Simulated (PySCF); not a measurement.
**C3H9Ga, SMILES `C[Ga](C)C`: what the electrons do**

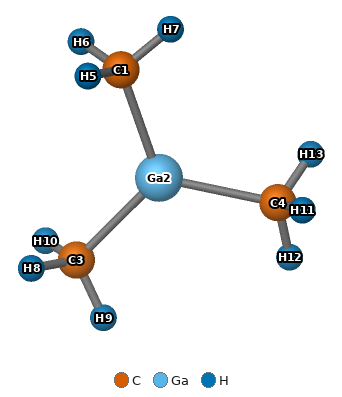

The molecule, with its atoms numbered as below. No frequency check shows the geometry to be a minimum.

Cartesian coordinates (Å):

```
C1       0.6383    1.9379   -0.0015
Ga2     -0.0057   -0.0042    0.0020
C3       1.3837   -1.5064   -0.0028
C4      -2.0087   -0.4218   -0.0009
H5       1.1643    2.1744   -0.9311
H6       1.3396    2.1205    0.8181
H7      -0.1918    2.6418    0.1011
H8       2.1164   -1.3603   -0.8017
H9       0.9220   -2.4875   -0.1419
H10      1.9375   -1.5284    0.9405
H11     -2.4546   -0.1784   -0.9698
H12     -2.2012   -1.4795    0.1984
H13     -2.5357    0.1686    0.7540
```

## 1. Bonding charge

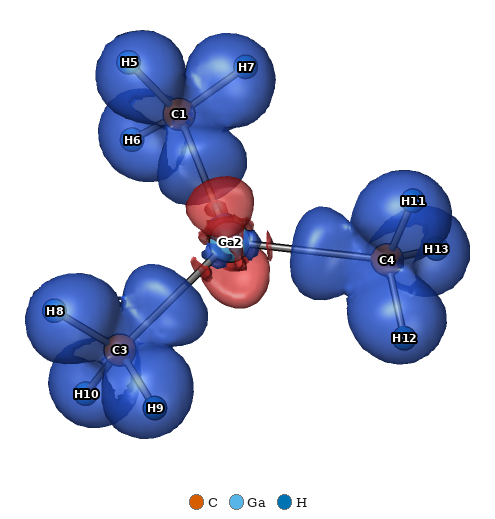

Deformation density (molecule less spherical, spin-averaged free atoms at the same positions), surfaces at ±0.07 e/Å³; blue: gain, red: loss.

Method: LDA (SVWN)/6-311G**; geometry: GFN2-xTB; program: PySCF.

Describe the bonding that the map shows.

Answer. The five largest and four smallest: C3–H9: +0.62 e/Å³ at the bond critical point (bond length 1.09 Å, Mayer order 0.9). C1–H7: +0.62 e/Å³ at the bond critical point (bond length 1.09 Å, Mayer order 0.9). C4–H12: +0.62 e/Å³ at the bond critical point (bond length 1.09 Å, Mayer order 0.9). C4–H13: +0.61 e/Å³ at the bond critical point (bond length 1.09 Å, Mayer order 0.9). C3–H8: +0.60 e/Å³ at the bond critical point (bond length 1.09 Å, Mayer order 0.9). C4–H11: +0.60 e/Å³ at the bond critical point (bond length 1.09 Å, Mayer order 0.9). Ga2–C4: +0.15 e/Å³ at the bond critical point (bond length 2.05 Å, Mayer order 0.9). Ga2–C3: +0.15 e/Å³ at the bond critical point (bond length 2.05 Å, Mayer order 0.9). C1–Ga2: +0.15 e/Å³ at the bond critical point (bond length 2.05 Å, Mayer order 0.9). In all, 2.5 electrons gather in the regions of gain relative to the promolecule. A small or negative value marks a very polar bond, one between electron-rich atoms, whose free-atom densities already overlap strongly, a long bond to a heavier atom, or a closed-shell contact such as a hydrogen bond.

## 2. Bond critical points

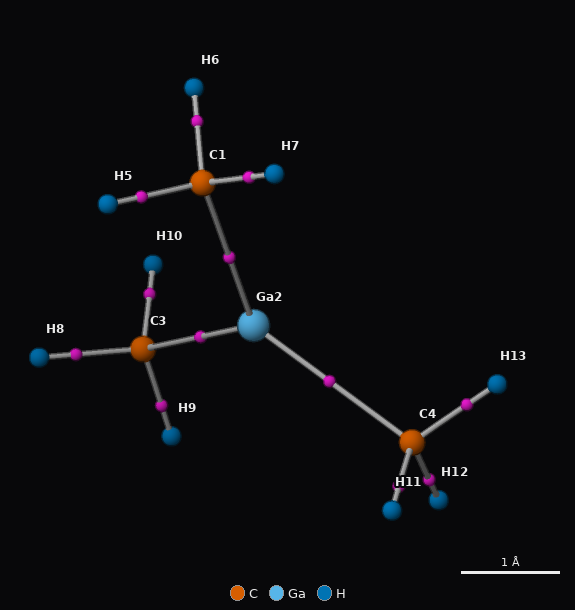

Molecular graph of the electron density (QTAIM): bond paths, bond critical points (magenta), ring points (cyan, if any); weak paths are dashed.

How many critical points of each kind are there, and does the count close?

Answer. 13 nuclei, 12 bond, 0 ring and 0 cage critical points: 13 − 12 + 0 − 0 = 1, as the Poincaré–Hopf relation requires.

What does the calculation give at each kind of bond critical point?

Answer.
```tsv
bond	length (Å)	ρ (a.u.)	∇²ρ (a.u.)	ε	H (a.u.)
C3–H9	1.093	0.262	−0.82	0.02	−0.249
C1–H7	1.093	0.262	−0.82	0.02	−0.249
C4–H12	1.093	0.262	−0.82	0.02	−0.248
C4–H13	1.094	0.261	−0.81	0.02	−0.247
C3–H8	1.094	0.260	−0.81	0.02	−0.247
C1–H6	1.094	0.260	−0.81	0.02	−0.246
C1–H5	1.094	0.260	−0.81	0.02	−0.246
C3–H10	1.094	0.260	−0.80	0.02	−0.246
C4–H11	1.094	0.259	−0.80	0.02	−0.246
Ga2–C4	2.046	0.100	+0.07	0.03	−0.045
C1–Ga2	2.046	0.100	+0.07	0.03	−0.045
Ga2–C3	2.046	0.100	+0.07	0.03	−0.045
```

What kind of interaction is C3–H9?

Answer. Shared-shell (covalent): ρ = 0.262, ∇²ρ = −0.82, H = −0.249 a.u.

## 3. Local ionisation energy

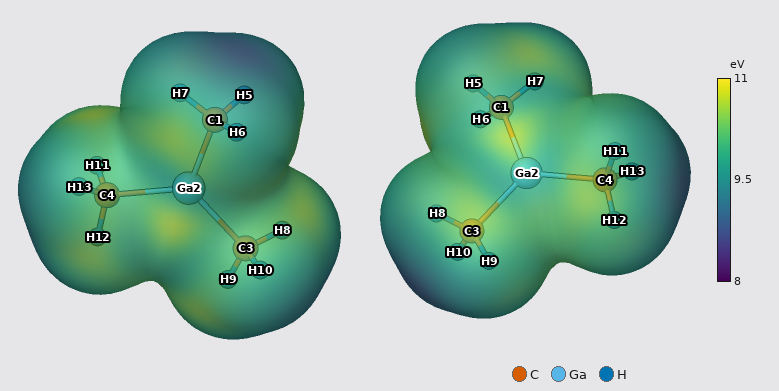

Average local ionisation energy on the surface of electron density 0.001 a.u. (back view left, front view right).

Where are the most loosely bound electrons on this surface?

Answer. The lowest value is 8.7 eV, near H7 (1.84 Å), H5 (1.90 Å), C1 (2.03 Å) and H6 (2.06 Å). Further minima include 8.8 eV, near H11 (1.86 Å), H12 (1.91 Å), H13 (2.02 Å) and C4 (2.03 Å); 9.7 eV, off the Ga2–C3 bond (2.2 Å from its atoms), and at like points elsewhere. For comparison, the highest occupied orbital lies at −6.3 eV.

## 4. In an electric field

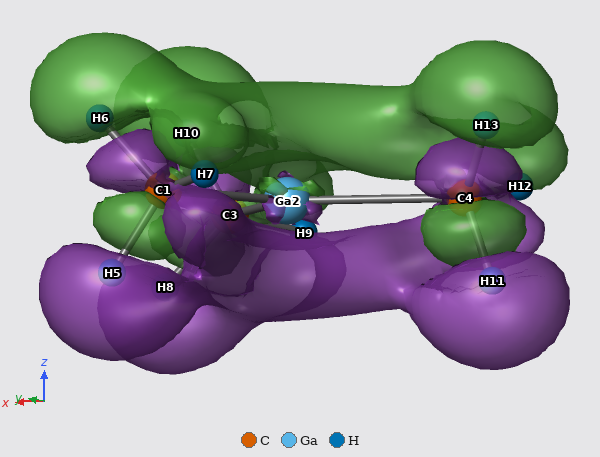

Change of the electron density in a uniform field of 0.26 V/Å, surfaces at ±0.0015 e/Å³ (purple: gain, green: loss).

Method: PBE0/def2-SVPD; geometry: GFN2-xTB; program: PySCF.

Along which Cartesian direction does the field point?

Answer. Along +z: electrons gather on the −z side, against the field.

How large is the response?

Answer. The induced dipole is 0.69 D (along the field); α along this axis, from the fields in both directions, is 54 bohr³ (8.0 Å³).

Which atoms gain and lose the most charge?

Answer. Electrons gather most on H11 (Hirshfeld charge changes by −0.009 e) and leave H10 most (+0.009 e); 0.074 electrons are displaced in all.

## 5. Localised orbitals

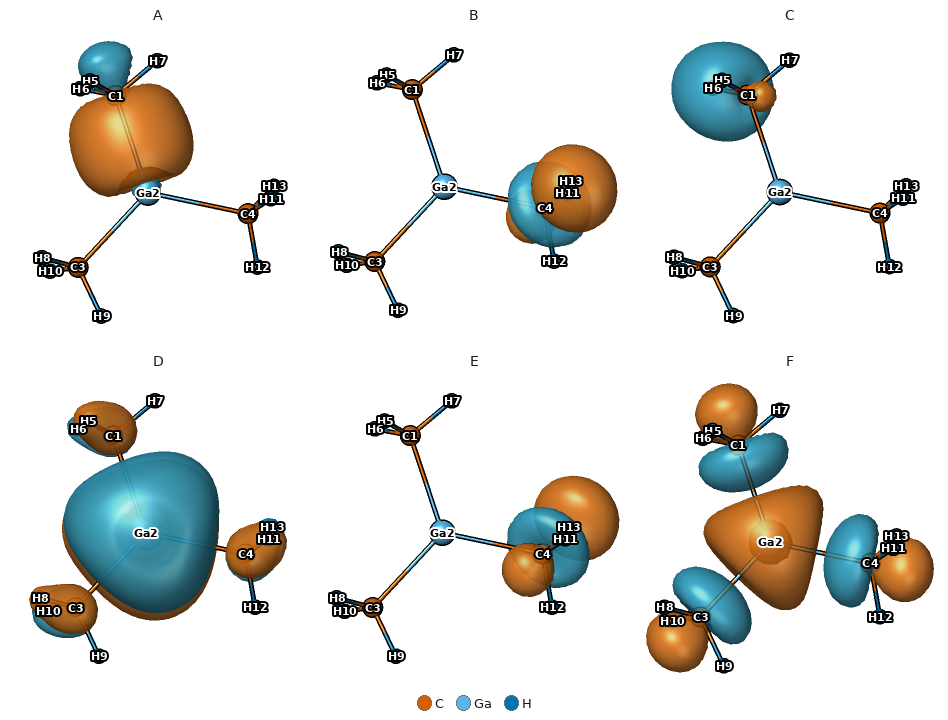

Intrinsic bond orbitals (IBO), occupied and valence-virtual; each surface holds about 80 % of the orbital's density. Energies are diagonal elements of the Fock matrix.

Level of theory: PBE0/def2-SVPD (PySCF), at a geometry from GFN2-xTB.

What does each orbital represent in a Lewis picture?

Answer. By panel:
- A: σ bond C1–Ga2 (C1 66 %, Ga2 33 %; −10.0 eV)
- B: σ* orbital H11–C4 (H11 57 %, C4 43 %; 10.1 eV)
- C: σ bond C1–H6 (C1 56 %, H6 42 %; −13.0 eV)
- D: empty orbital on Ga2 (Ga2 95 %; −0.3 eV)
- E: σ* orbital H13–C4 (H13 57 %, C4 43 %; 10.1 eV)
- F: antibonding multicentre orbital mainly over Ga2, C4, C3 and C1 (Ga2 50 %, C4 17 %, C3 17 %; 3.1 eV)
